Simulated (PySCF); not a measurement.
**Single-point calculation of CH$_{4}$AlFO**

CH$_{4}$AlFO, multiplicity 3, SMILES [CH3][Al]([OH])[F], computed with RPA (PBE0)/cc-pVDZ, UKS (PySCF 2.14.0).

The geometry is that of the parent species in another charge or spin state. The geometry comes from this level: PBE0-D4/def2-TZVP.

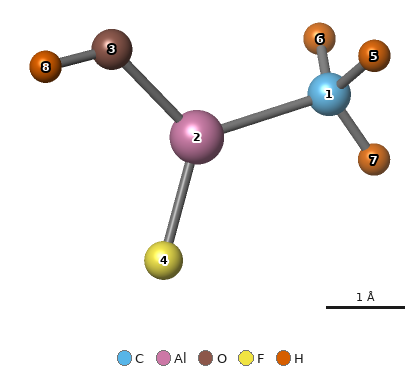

Fig. 1: The structure (ball-and-stick view, seen at a tilt; atoms are numbered from 1 in the order of the input). Sticks mark near contacts.

**Results in brief**

```tsv
quantity	value
outcome	converged
total energy	−457.103425 hartree
SCF energy	−457.548522 hartree
correlation energy	−0.850769 hartree
basis functions	80
⟨S²⟩	2.006
hardware	1 thread of Arm Neoverse V1, 24 GiB of memory available, shared host
wall time	2.2 min
peak memory	0.43 GiB
```

**Input (input.py)**
```python
from pyscf import gto, dft
from pyscf.gw.urpa import URPA

molecule = gto.M(
    atom='''
C     -1.021397     2.148619    -0.199177
Al     0.252467    -1.264038    -0.375300
O      2.371984    -2.321151     1.764248
F     -0.691640    -3.229164    -2.614058
H      0.515706     3.513001    -0.415740
H     -1.887458     2.512391     1.641227
H     -2.425652     2.523351    -1.662581
H      3.060411    -3.990724     1.755745
''',
    unit='bohr',
    verbose=3,
    max_memory=1860,
    spin=2,
    basis='cc-pvdz',
)

myscf = dft.UKS(molecule)
myscf.xc = 'pbe0'
myscf.conv_tol = 1e-10
myscf.grids.level = 2
myscf.kernel()
if not myscf.converged:
    myscf = myscf.newton().run(myscf.mo_coeff, myscf.mo_occ)

rpa = URPA(myscf, frozen=8)
rpa.kernel()
e_exx = myscf.to_hf().energy_tot(myscf.make_rdm1())
etot = e_exx + rpa.e_corr
print(f'total energy: {etot:.8f} hartree')
```

Run as:
```bash
OMP_NUM_THREADS=1 python input.py
```

**Log**
```
WARN: HOMO -0.072351936621422 >= LUMO -0.377569173190912

WARN: HOMO -0.0640484767592633 >= LUMO -0.113439466076166

WARN: HOMO -0.0781492157187027 >= LUMO -0.259145479454107

WARN: HOMO -0.0894618221050565 >= LUMO -0.292026687888647

WARN: HOMO -0.0914518723740345 >= LUMO -0.284493614755911

WARN: HOMO -0.0882701359534872 >= LUMO -0.272553937594934

WARN: HOMO -0.0885122851356166 >= LUMO -0.270761765067231

WARN: HOMO -0.0887018933494641 >= LUMO -0.270482646408003

WARN: HOMO -0.0886801924696807 >= LUMO -0.270453518443278

WARN: HOMO -0.0887333096830982 >= LUMO -0.270465033290666

WARN: HOMO -0.0887335143318913 >= LUMO -0.270450268360712

WARN: HOMO -0.0887649348715605 >= LUMO -0.27047048206127

WARN: HOMO -0.0887703178114454 >= LUMO -0.270456050514313

WARN: HOMO -0.0887852272018792 >= LUMO -0.270458871352415

WARN: HOMO -0.0887884161537924 >= LUMO -0.270456492237936

WARN: HOMO -0.0887879365584352 >= LUMO -0.270456100920915

WARN: HOMO -0.0887880495392213 >= LUMO -0.270456042555961

WARN: HOMO -0.0887880374512937 >= LUMO -0.270456166544049

WARN: HOMO -0.0887873877467897 >= LUMO -0.270455708865638

WARN: HOMO -0.0887878055675198 >= LUMO -0.270454308515709

WARN: HOMO -0.0887860706828123 >= LUMO -0.270452720376352

WARN: HOMO -0.0887851844593004 >= LUMO -0.270450767745853

WARN: HOMO -0.0887855779537388 >= LUMO -0.270449562836171

WARN: HOMO -0.0887847147993783 >= LUMO -0.270426785274889

WARN: HOMO -0.0887836225962264 >= LUMO -0.270448628767081

WARN: HOMO -0.0887755321772667 >= LUMO -0.27037223071531

WARN: HOMO -0.0887769230601014 >= LUMO -0.270384665204377

WARN: HOMO -0.0887781625484099 >= LUMO -0.270348074302322

WARN: HOMO -0.0887861301525179 >= LUMO -0.270384422959779

WARN: HOMO -0.0887917849847084 >= LUMO -0.270406757371348

WARN: HOMO -0.0887894773154816 >= LUMO -0.270397992708783

WARN: HOMO -0.0887881102718433 >= LUMO -0.27038455623749

WARN: HOMO -0.0887865180159477 >= LUMO -0.27037685373162

WARN: HOMO -0.0887925229733089 >= LUMO -0.270394611388412

WARN: HOMO -0.088793428770769 >= LUMO -0.270391898069305

WARN: HOMO -0.0887915088786948 >= LUMO -0.270385349214926

WARN: HOMO -0.0887860031919669 >= LUMO -0.270457098344728

WARN: HOMO -0.0887793315604504 >= LUMO -0.270395864880923

WARN: HOMO -0.0887824184922126 >= LUMO -0.270458831405887

WARN: HOMO -0.0887812972604127 >= LUMO -0.270435720528357

WARN: HOMO -0.088763605634314 >= LUMO -0.270329311773646

WARN: HOMO -0.088768883185967 >= LUMO -0.270310547131364

WARN: HOMO -0.0887701707228921 >= LUMO -0.27030376200256

WARN: HOMO -0.0887674518569099 >= LUMO -0.270329359250864

WARN: HOMO -0.0887561464130027 >= LUMO -0.270405413125407

WARN: HOMO -0.0887459164777762 >= LUMO -0.270418710404119

WARN: HOMO -0.0887334850953163 >= LUMO -0.270394364953464

WARN: HOMO -0.088738592083843 >= LUMO -0.270416007946408

WARN: HOMO -0.0887480929483586 >= LUMO -0.270446066518299

WARN: HOMO -0.0887503083136636 >= LUMO -0.270444474889423

SCF not converged.
SCF energy = -457.548507313896 after 50 cycles  <S^2> = 2.0059672  2S+1 = 3.0039755

WARN: HOMO -0.0887465406922247 >= LUMO -0.270445085557609

WARN: HOMO -0.08856067557034732 > LUMO -0.2704136617667963 was found in the canonicalized orbitals.

converged SCF energy = -457.548521538395  <S^2> = 2.0057377  2S+1 = 3.0038227
E(URPA) = -457.10168341899  E_corr = -0.850769456288459  E_hf = -456.250913962701
total energy: -457.10342548 hartree
```
